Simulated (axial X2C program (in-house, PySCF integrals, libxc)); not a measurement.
# CuB⁺: EOM-IP-CCSD levels

Aim: EOM-IP-CCSD levels of CuB⁺, with spin–orbit coupling in the Hamiltonian from the start.

The runs use an in-house X2C program for linear molecules on PySCF integrals; two-component X2C with atomic mean-field terms, Cu dyall-cv3z, B dyall-v3z.

All values are calculated.

**1. Input**

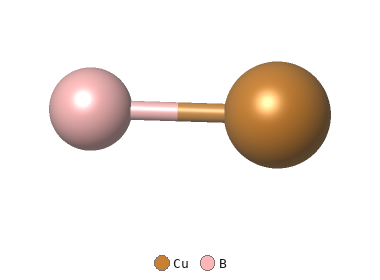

The two atoms at 1.970 Å (copper orange, boron pink).

Contents of task.json:

```json
{"zs": [29, 5], "q": 1, "bas": ["dyall-cv3z", "dyall-v3z"], "r0": 1.97, "eom": "ip", "rq": 0, "thr": -2.0, "nmax": 95, "grid": [1, 0.96, 1.045, 0.92, 1.09, 1.15]}
```

Keys: zs atomic numbers; q charge; bas basis sets; r0 starting distance in Å; eom kind of EOM run; thr threshold in hartree for freezing inner shells (an s shell follows its p shell); nmax most natural virtual spinors; grid distances as factors.

The run is started by

```console
> python soeom.py task.json out
```

Nuclei are Gaussian, cores are contracted, and the Gaunt term is on.

**2. EOM-IP-CCSD at 1.915 Å**

Reference: the closed shell CuB; 14 electrons correlated, 92 virtual spinors; roots sought by Ω: 1/2: 4, 3/2: 3, 5/2: 1.

Output:

```text
two-component X2C + atomic mean field  HF
basis functions 147  fitting functions 850  grid points 5077
iter        total energy     max residual
   1      -1676.071249748     1.98e+00
   2      -1677.223564388     5.91e-02
   3      -1677.196661458     1.00e-01
   4      -1677.250263574     4.01e-03
   5      -1677.250789112     2.22e-03
   6      -1677.250923660     1.13e-03
   7      -1677.251013773     3.62e-04
   8      -1677.251021364     9.90e-05
   9      -1677.251021929     1.68e-05
  10      -1677.251021957     6.93e-06
  11      -1677.251021963     5.30e-06
  12      -1677.251021966     4.85e-06
  13      -1677.251021970     4.30e-06
  14      -1677.251021977     3.25e-06
  15      -1677.251021983     2.03e-06
  16      -1677.251021987     5.48e-07
  17      -1677.251021987     1.64e-07
converged
one-electron -2417.96325996  Coulomb 771.43081163  exact exchange -70.27736969  xc functional 0.00000000  nuclear repulsion 40.06824835  atomic mean-field constant -0.50945232
correlated 14  virtual 226  natural virtual 92  E(MP2) -0.647236262  MP2 remainder -0.050888708
iter   CCSD correlation   residual
   1     -0.484147877   3.36e-01
   2     -0.527380669   2.59e-01
   3     -0.537475690   7.35e-02
   4     -0.538828871   4.26e-02
   5     -0.539205773   1.82e-02
   6     -0.539997034   1.07e-02
   7     -0.540075273   4.79e-03
   8     -0.539943887   2.15e-03
   9     -0.540101514   1.04e-03
  10     -0.540061384   4.84e-04
  11     -0.540063317   2.38e-04
  12     -0.540074009   1.12e-04
  13     -0.540069782   5.99e-05
  14     -0.540068953   3.01e-05
  15     -0.540069337   1.63e-05
  16     -0.540068877   1.02e-05
  17     -0.540068641   5.66e-06
  18     -0.540068765   3.35e-06
  19     -0.540068680   2.19e-06
  20     -0.540068686   1.32e-06
(T) -0.032065501  T1 0.0675  D1 0.1318  max T2 0.141
EOM-IP-CCSD roots
2*Omega      energy/Eh   energy/eV  one-particle weight
    1       0.27018185      7.3520      0.916
    1       0.38308603     10.4243      0.025
    1       0.38833876     10.5672      0.870
    1       0.41337862     11.2486      0.896
    3       0.38341812     10.4333      0.023
    3       0.40369771     10.9852      0.900
    3       0.41178680     11.2053      0.900
    5       0.39731661     10.8115      0.906
```

T1 in the output is the amplitude norm over the root of the electron number; divide by √2 for the Lee–Taylor value.

```
  Ω  vertical IE (eV)  above lowest (cm⁻¹)                         spinor  weight
1/2             7.352                    0   67% B pσ, 18% Cu sσ, 9% B sσ    0.92
1/2            10.567                25930  73% Cu dσ, 13% B sσ, 7% Cu sσ    0.87
5/2            10.812                27900                     100% Cu dδ    0.91
3/2            10.985                29300           64% Cu dδ, 35% Cu dπ    0.90
3/2            11.205                31080           62% Cu dπ, 36% Cu dδ    0.90
1/2            11.249                31430                      95% Cu dπ    0.90
```

It took 13 s on 1 thread of AMD EPYC 7R43 (Zen 3), shared host; peak memory 0.86 GiB.

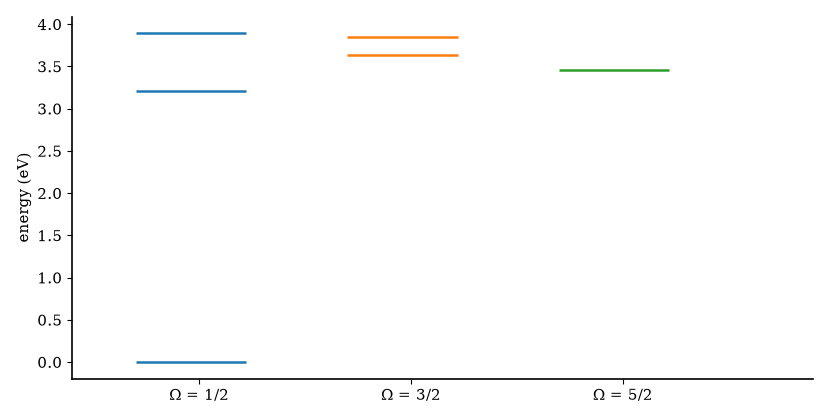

The roots by Ω, from the lowest.

**3. EOM-IP-CCSD at 1.838 Å**

```
  Ω  vertical IE (eV)  above lowest (cm⁻¹)                         spinor  weight
1/2             7.376                    0   66% B pσ, 17% Cu sσ, 9% B sσ    0.92
1/2            10.801                27630  69% Cu dσ, 15% B sσ, 9% Cu sσ    0.87
5/2            11.104                30070                     100% Cu dδ    0.91
3/2            11.297                31630           76% Cu dδ, 23% Cu dπ    0.90
3/2            11.545                33630           73% Cu dπ, 24% Cu dδ    0.90
1/2            11.603                34100                      95% Cu dπ    0.90
```

Run time: 14 s. Hardware: 1 thread of AMD EPYC 7R43 (Zen 3), shared host; peak memory 0.87 GiB.

**4. EOM-IP-CCSD at 2.001 Å**

```
  Ω  vertical IE (eV)  above lowest (cm⁻¹)                         spinor  weight
1/2             7.323                    0   67% B pσ, 19% Cu sσ, 8% B sσ    0.92
1/2            10.327                24230  74% Cu dσ, 10% B sσ, 7% Cu dπ    0.81
5/2            10.530                25870                     100% Cu dδ    0.90
3/2            10.683                27100           53% Cu dδ, 46% Cu dπ    0.89
3/2            10.891                28780           50% Cu dπ, 49% Cu dδ    0.90
1/2            10.916                28990                      94% Cu dπ    0.89
```

It took 13 s on 1 thread of AMD EPYC 7R43 (Zen 3), shared host; peak memory 0.88 GiB.

**5. EOM-IP-CCSD at 1.762 Å**

```
  Ω  vertical IE (eV)  above lowest (cm⁻¹)                          spinor  weight
1/2             7.399                    0    65% B pσ, 16% Cu sσ, 9% B sσ    0.92
1/2            11.060                29530  64% Cu dσ, 18% B sσ, 12% Cu sσ    0.86
5/2            11.442                32620                      100% Cu dδ    0.91
3/2            11.651                34300            85% Cu dδ, 14% Cu dπ    0.91
3/2            11.952                36730            82% Cu dπ, 15% Cu dδ    0.90
1/2            12.022                37290                       95% Cu dπ    0.90
```

Wall time 14 s (1 thread of AMD EPYC 7R43 (Zen 3), shared host); peak memory 0.88 GiB.

**6. EOM-IP-CCSD at 2.087 Å**

```
  Ω  vertical IE (eV)  above lowest (cm⁻¹)                        spinor  weight
1/2             7.289                    0  67% B pσ, 20% Cu sσ, 8% B sσ    0.91
1/2            10.128                22900  77% Cu dσ, 8% B sσ, 7% Cu dπ    0.87
5/2            10.294                24240                    100% Cu dδ    0.90
3/2            10.435                25380          52% Cu dπ, 47% Cu dδ    0.81
3/2            10.636                27000          58% Cu dδ, 41% Cu dπ    0.89
1/2            10.645                27070                     93% Cu dπ    0.88
```

Run time: 13 s. Hardware: 1 thread of AMD EPYC 7R43 (Zen 3), shared host; peak memory 0.88 GiB.

**7. EOM-IP-CCSD at 2.202 Å**

```
  Ω  vertical IE (eV)  above lowest (cm⁻¹)                         spinor  weight
1/2             7.237                    0   67% B pσ, 22% Cu sσ, 7% B sσ    0.91
1/2             9.906                21530  79% Cu dσ, 10% Cu dπ, 6% B sσ    0.88
5/2            10.039                22600                     100% Cu dδ    0.90
3/2            10.095                23050           77% Cu dπ, 22% Cu dδ    0.72
1/2            10.364                25220            91% Cu dπ, 7% Cu dσ    0.83
3/2            10.369                25260           66% Cu dδ, 34% Cu dπ    0.87
```

It took 11 s on 1 thread of AMD EPYC 7R43 (Zen 3), shared host; peak memory 0.88 GiB.

**8. Curves of the states**

Energies in eV from the lowest point of the lowest state; states are followed by energy order within each Ω.

```
R (Å)  (1)Ω=1/2  (1)Ω=5/2  (4)Ω=1/2  (3)Ω=3/2
1.762    0.2055    4.2493    4.8295    4.7595
1.838    0.0671    3.7957    4.2945    4.2362
1.915    0.0059    3.4654    3.9025    3.8592
2.001    0.0000    3.2076    3.5940    3.5688
2.087    0.0376    3.0426    3.3941    3.3849
2.202    0.1274    2.9294    3.2542    3.2589
```

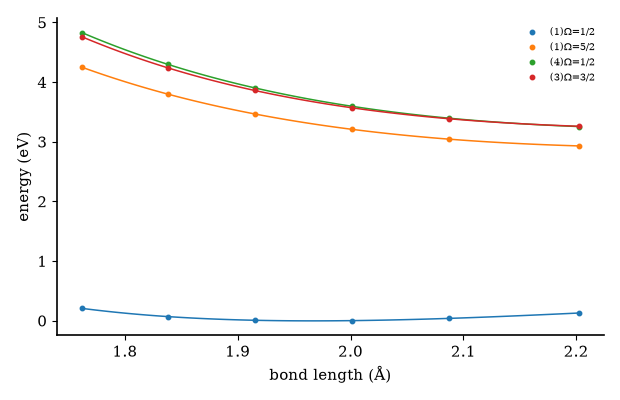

The states along the bond.

Constants where the minimum is well bracketed (masses 62.930 and 11.009 u):

```
   state  Te (cm⁻¹)  Re (Å)  ωe (cm⁻¹)
(1)Ω=1/2          0   1.966        449
```

**9. Outcome**

| quantity | value |
| --- | --- |
| lowest root at 1.915 Å | Ω = 1/2, 7.352 eV |
| next root led by one particle | Ω = 1/2, about 25930 cm⁻¹ higher |
| T1 of the reference | 0.048 |
| lowest state, Re and ωe | 1.966 Å, 449 cm⁻¹ |

What this shows: Removing an electron from the reference determinant of CuB costs 7.35 eV and empties a spinor of 67% B pσ, 18% Cu sσ, 9% B sσ. Errors of 0.1 to 0.3 eV are usual at this size, and roots led by higher excitations are left out, so the list is incomplete, and low states of that kind can be missing. T1 or the largest double amplitude of the reference is raised, which lowers the reliability. The bond is 0.042 Å longer than in the closed-shell reference at CCSD (1.924 Å).
